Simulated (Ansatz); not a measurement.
**BH4P···HCl: density, localisation and related maps**

```xyz
8

B     0.1390   -0.5408   -0.4727
Cl   -0.2478    0.4569    3.1512
H     1.1472    0.1150   -0.5892
H    -0.9437   -0.0830   -0.7521
P     0.2294   -2.2010    0.3998
H    -0.7552   -3.0421   -0.2019
H     1.4339   -2.8333   -0.0335
H    -0.0875   -0.7080    2.5748
```

Method: Ansatz, RKS BLYP/def2-SVP.

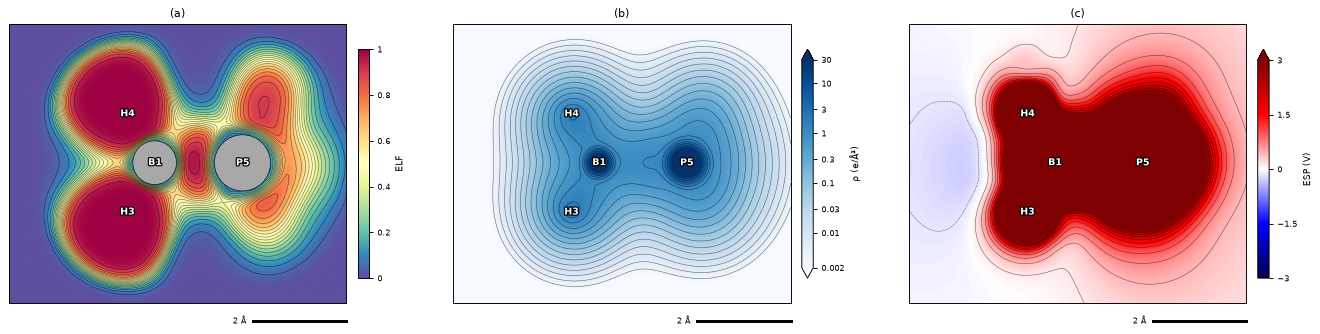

Figure 1. (a) electron localisation function; (b) electron density; (c) electrostatic potential on the plane of atoms H3, B1 and P5. Grey discs cover the atomic cores in the ELF map.

**Describe what can be read from this map.**

The plane passes through B, H and P nuclei. P5···H3 (2.68 Å): the density falls to about 0.52 e/Å³ on the way; the ELF climbs to about 1 towards the hydrogen, as it does in any bond to H; a weak contact between the two molecules. B–P (1.88 Å): ρ is about 1 e/Å³ halfway; the ELF peaks at about 0.95 between the atoms (localised, covalent bonding). B–H (1.21 Å): the density is about 1.2 e/Å³ at the midpoint; the ELF climbs to about 1 towards the hydrogen: a covalent bond by its length. The potential has no marked negative region in this plane.

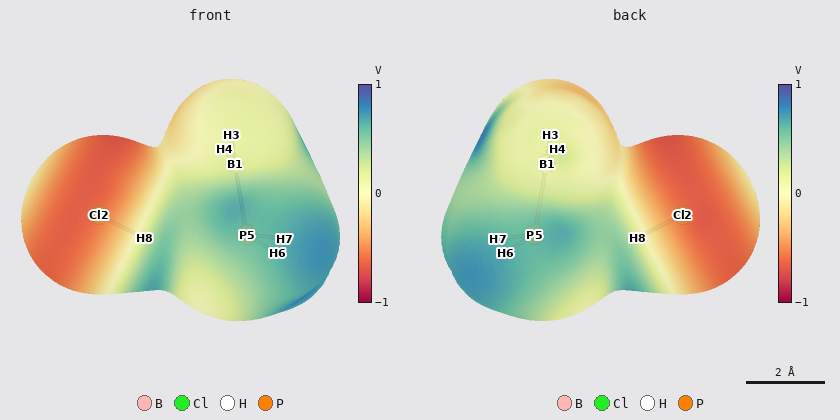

Figure 2. The molecular electrostatic potential painted on the density surface at 0.001 e/bohr³, seen from the front and from behind; the colour scale runs from red (negative) to blue (positive).

**Which sites attract a positive test charge, and which a negative one?**

A positive charge is drawn to the negative regions and a negative charge to the positive ones. The most negative region (about −0.7 V) lies over Cl2, the most positive (about +0.8 V) over B1, P5, H6 and H7.

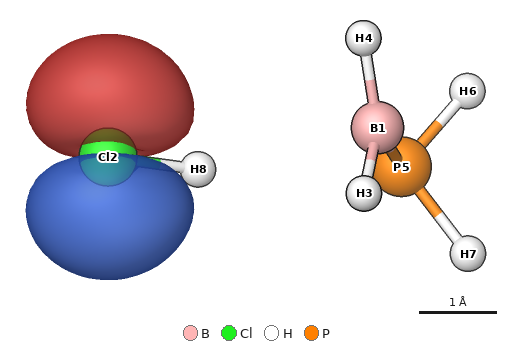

Figure 3. The HOMO−1 at ±0.15 Å⁻³ᐟ² (red and blue are the two phases), seen from one side.

**Describe this orbital and give its energy.**

Its weight (Hirshfeld) is mainly on Cl2 (about 95 %); largely a lone pair of Cl2. Its energy is −6.97 eV.

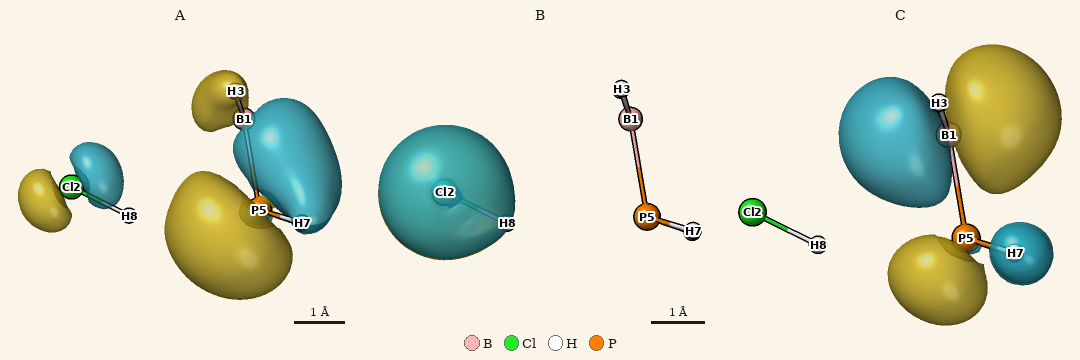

Figure 4. Three frontier orbitals at ±0.1 Å⁻³ᐟ² (yellow and cyan are the two phases), in no order.

**Order the three orbitals by energy and name them.**

B is the HOMO−1 (−6.97 eV). By Hirshfeld shares it lies mainly on Cl2 (about 95 %); largely a lone pair of Cl2. A is the HOMO (−6.48 eV). Its weight (Hirshfeld) is mainly on P5 (about 65 %), B1 (about 15 %) and Cl2 (about 5 %). C is the LUMO (−2.68 eV). Its weight (Hirshfeld) is mainly on B1 (about 60 %), P5 (about 20 %), H3 (about 5 %) and H4 (about 5 %).

**What is the HOMO–LUMO gap?**

3.80 eV between the orbital energies.
